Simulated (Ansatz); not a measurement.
# linear Y chain: period, moment and channels by functional, part 3 of 3

How many channels does the linear Y chain carry, and how sure is the answer?

Ansatz 0.2.0; DFT PBE, plane waves, PAW; relaxation of a chain's period (the session's first sound run).

So far, conductance of the lead as this run defines it (G₀): 4.00 in steps 3, 5 and 7.

## (9) Relaxing the period, cutoff 900 eV

This step: DFT PBE, plane waves, PAW (JTH); relaxation of a chain's period (Ansatz 0.2.0).

The same functional on other atomic datasets tests how far the result hangs on the treatment of the cores. Against the first PBE run of this kind, the cutoff is 900 eV against 420.

Input file input.yaml:

```yaml
crystal:
  lattice:
    - [12.0, 0.0, 0.0]
    - [0.0, 12.0, 0.0]
    - [0.0, 0.0, 3.534]
  atoms:
    - { symbol: "Y", position: [0.5, 0.5, 0.0], spin: 1.0 }
magnetization:
  spin_polarized: true
kpoints:
  mp_grid: { grid: [1, 1, 23] }
scf:
  occupations: { method: fermi_dirac, width: 0.05 }
hamiltonian:
  xc: pbe
  pseudopotentials: { kind: paw, source: jth }
relax:
  cell: { fix: [a, b, alpha, beta, gamma] }
  max_steps: 60
```

The run is started by

```console
$ ansatz run input.yaml --threads 8 --pin off --max-ram 16384MiB --backend cpu --events-out ev --progress --plain --runs-dir out
```

Numbers of over 12 decimals in the logs are rounded to 6 here.

The program printed:

```text
[...]
-0.004424       0.000000       0.000000
        0.000000      -0.004424       0.000000
        0.000000       0.000000      -0.006934
  P = ⅓ Tr σ = -0.0053 GPa (-0.053 kbar)
--- Relaxed structure (5 steps of the walk, 5 accepted, 1 SCFs on fresh bases) ---
[...]
cell:  # Å, volume = 433.7987 Å³
    - [12.0, 0.0, 0.0]
    - [0.0, 12.0, 0.0]
    - [0.0, 0.0, 3.012491]
  atoms:
    - { symbol: Y, position: [0.5, 0.5, 0.0] }
[key lines of the parts left out:]
SCF converged after 6 iterations
Magnetization: 0.0000 μB (5.5000 up, 5.5000 down)
Free energy (F): -3841.998720 eV
Fermi energy:    -1.838896 eV
```

Wall time 2.1 min (8 threads of Arm Neoverse V1, shared host); peak memory 2.4 GiB; 16 min of CPU time.

Relaxation path:

| step | energy less that of the first step (eV) | largest force component (eV/Å) | pressure (GPa) | volume (Å³) |
| --- | --- | --- | --- | --- |
| 1 | 0.0000 | 0.0000 | -0.22 | 508.90 |
| 2 | -0.0375 | 0.0000 | -0.20 | 499.21 |
| 3 | -0.1043 | 0.0000 | -0.08 | 474.41 |
| 4 | -0.1215 | 0.0000 | -0.11 | 458.61 |
| 5 | -0.1523 | 0.0000 | 0.00 | 433.80 |
| 6* | -0.1519 | 0.0000 | -0.01 | 433.80 |

Relaxation steps marked * repeat the geometry before them on a plane-wave basis chosen anew for their cell, so energy and pressure can jump there.

| cell as run | before | after | change |
| --- | --- | --- | --- |
| c (Å) | 3.534 | 3.012 | -14.8 % |

Final coordinates:

```cif
data_structure
_symmetry_space_group_name_H-M 'P 1'
_symmetry_Int_Tables_number 1
_cell_length_a 12.0000
_cell_length_b 12.0000
_cell_length_c 3.0125
_cell_angle_alpha 90.000
_cell_angle_beta 90.000
_cell_angle_gamma 90.000
_cell_volume 433.80
loop_
_atom_site_label
_atom_site_type_symbol
_atom_site_fract_x
_atom_site_fract_y
_atom_site_fract_z
_atom_site_occupancy
Y1 Y 0.50000 0.50000 0.00000 1
```

The cell's length comes to 3.012 Å, -0.0 % against the first run, with no moment. That is -15 % against the start, more than a small adjustment.

The cell shrank by 14.8 % in its periodic edges.

## (10) Relaxing the period

This step: DFT PBE, plane waves, PAW; relaxation of a chain's period (Ansatz 0.2.0).

No moment formed, so a run without spin should agree; this checks it and saves time.

input.yaml, the sections that differ from step 9:

```yaml
crystal:
  lattice:
    - [12.0, 0.0, 0.0]
    - [0.0, 12.0, 0.0]
    - [0.0, 0.0, 3.534]
  atoms:
    - { symbol: "Y", position: [0.5, 0.5, 0.0] }
hamiltonian:
  xc: pbe
# kpoints, scf, relax: as in step 9
# magnetization: removed
```

The program printed:

```text
[...]
Crystal: 1 atoms, lattice volume = 508.896 Å³
Basis set: ecut = 420 eV, 9891 PW (Γ), exchange–correlation on 162×162×48 points (8 copies of the dense FFT grid, shifted against one another)
Bands: 10, of which v1, the nominal top of the filled ones, is band 6 counted from 1 (5 counted from 0)
Symmetry: 16 space group operations
[...]
k-points: 12 of 23
[...]
--- Stress (GPa, compression-positive) ---
       -0.004433       0.000000       0.000000
        0.000000      -0.004433       0.000000
        0.000000       0.000000       0.013921
  P = ⅓ Tr σ = 0.0017 GPa (0.017 kbar)
--- Relaxed structure (6 steps of the walk, 6 accepted, 1 SCFs on fresh bases) ---
[...]
cell:  # Å, volume = 432.8256 Å³
    - [12.0, 0.0, 0.0]
    - [0.0, 12.0, 0.0]
    - [0.0, 0.0, 3.005733]
  atoms:
    - { symbol: Y, position: [0.5, 0.5, 0.0] }
[key lines of the parts left out:]
SCF converged after 6 iterations
Free energy (F): -3845.717891 eV
Fermi energy:    -1.845081 eV
```

Wall time 4.5 s (8 threads); peak memory 0.72 GiB; 30 s of CPU time.

The cell's length comes to 3.006 Å, -0.2 % against the first run, with spin left out. That is -15 % against the start, more than a small adjustment.

## (11) Side by side

Times are for 8 threads of Arm Neoverse V1, shared host. The series side by side:

| no. | level | cell length along the wire (Å) | time | memory (GiB) |
| --- | --- | --- | --- | --- |
| 1 | PBE | 3.013 | 57 s | 1.0 |
| 2 | PBEsol | 2.923 | 15 s | 0.88 |
| 3 | LDA | 2.811 | 27 s | 0.94 |
| 4 | PBE, JTH files | 3.012 | 2.1 min | 2.4 |
| 5 | PBE, no spin | 3.006 | 4.5 s | 0.72 |

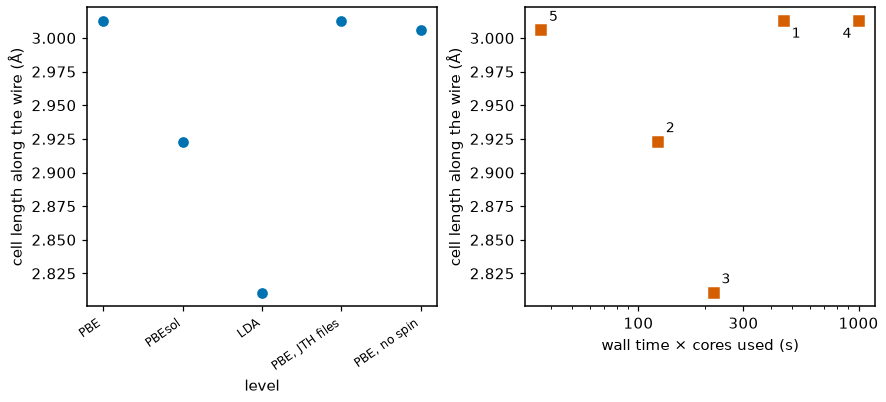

The series as plots; the last panel sets the first result against cost, with the runs numbered as in the table.

## (12) A varied input

This step: DFT PBE, plane waves, PAW; channels and complex bands of a perfect chain; changed: kpoints.mp_grid.kspacing = 0.3, scf.max_iter = 60 (Ansatz 0.2.0).

The input of the run on the perfect lead (PBE) is made doubtful on purpose. The ELF is not written this time.

Input file input.yaml:

```yaml
crystal:
  lattice:
    - [12.0, 0.0, 0.0]
    - [0.0, 12.0, 0.0]
    - [0.0, 0.0, 3.0126025819]
  atoms:
    - { symbol: "Y", position: [0.5, 0.5, 0.0] }
kpoints:
  mp_grid: { grid: [1, 1, 27], kspacing: 0.3 }
  band_path: { path: ["Γ", Z], npoints: 60 }
scf:
  occupations: { method: fermi_dirac, width: 0.05 }
  max_iter: 60
hamiltonian:
  xc: pbe
output:
  transmission:
    e_range: [-2, 2]
    de: 0.035
    kmesh: [1, 1]
    reduced_basis: true
    leads: [[0, 0]]
  dos: { projected: true, e_range: [-6, 4] }
  write_potential: true
  write_density: true
  volumetric_format: npy
```

The program printed:

```text
Error: invalid value for `kpoints.mp_grid.kspacing`: mutually exclusive with `grid` — set one or the other
```

Wall time 0.05 s (8 threads); peak memory 0.071 GiB.

The input was rejected at the start.

The program's message: “Error: invalid value for `kpoints.mp_grid.kspacing`: mutually exclusive with `grid` — set one or the other”

The change that led to it: kpoints.mp_grid.kspacing = 0.3.

## (13) The same system on other settings

This step: DFT PBE, plane waves, PAW; channels and complex bands of a perfect chain; changed: output.transmission.leads = [[0, 4]], scf.max_iter = 50 (Ansatz 0.2.0).

The input of the run on the perfect lead (PBE) is made doubtful on purpose. The ELF is not written this time.

input.yaml, the sections that differ from step 12:

```yaml
kpoints:
  mp_grid: { grid: [1, 1, 27] }
  band_path: { path: ["Γ", Z], npoints: 60 }
scf:
  occupations: { method: fermi_dirac, width: 0.05 }
  max_iter: 50
output:
  transmission:
    e_range: [-2, 2]
    de: 0.035
    kmesh: [1, 1]
    reduced_basis: true
    leads: [[0, 4]]
  dos: { projected: true, e_range: [-6, 4] }
  write_potential: true
  write_density: true
  volumetric_format: npy
# crystal, hamiltonian: as in step 12
```

The program printed:

```text
Error: inconsistent input (output.transmission.leads, crystal): the lead [0, 4] names a site that the cell does not have: it has 1, counted from 0.
List the leads and leave barriers out. Name each by two sites of one ion a step apart, counted from 0. A search, which can't tell a lead from a barrier or a film with its gap, finds:
  [0, 0]  Y1, period 3.0126 Å from a height of 1.51 Å
```

It took 0.06 s on 8 threads; peak memory 0.09 GiB.

The program refused the input before any cycle.

The program's message: “Error: inconsistent input (output.transmission.leads, crystal): the lead [0, 4] names a site that the cell does not have: it has 1, counted from 0.”

The change that led to it: output.transmission.leads = [[0, 4]].

## (14) Summary of results

| Quantity | Value |
| --- | --- |
| cell length, PBE | 3.013 Å |
| cell length, PBEsol | 2.923 Å |
| cell length, LDA | 2.811 Å |
| cell length, PBE, JTH files | 3.012 Å |
| cell length, PBE, no spin | 3.006 Å |
| conductance, PBE | 4.00 G₀ |
| conductance, PBEsol | 4.00 G₀ |
| conductance, LDA | 4.00 G₀ |

**Reading.** Under PBE the cell's length is 3.01 Å, no moment survives, and it is a metal with 4 channels a spin next to the Fermi level, 4.00 G₀ at 300 K. The cell's length spans 7.2 % over the functionals, shortest under LDA and longest under PBE. A perfect wire passes every open channel, so the conductance counts half a G₀ for each forward-moving state at the Fermi level, spin by spin. Transport is coherent and elastic here: the atoms are frozen, so scattering by vibrations plays no part. The lead's cell of one atom keeps the chain straight and evenly spaced; a zigzag or dimerised form may lie lower.

[Logs are printed without paths, hosts, clocks, repeated set-up lines and the standing remarks that a program may print on its own settings, such as how far it seeks lower states.]

[Hosts, paths, dates, database ids (printed as entryN), source tags and the programs' standing remarks are cut or masked in the printed files.]
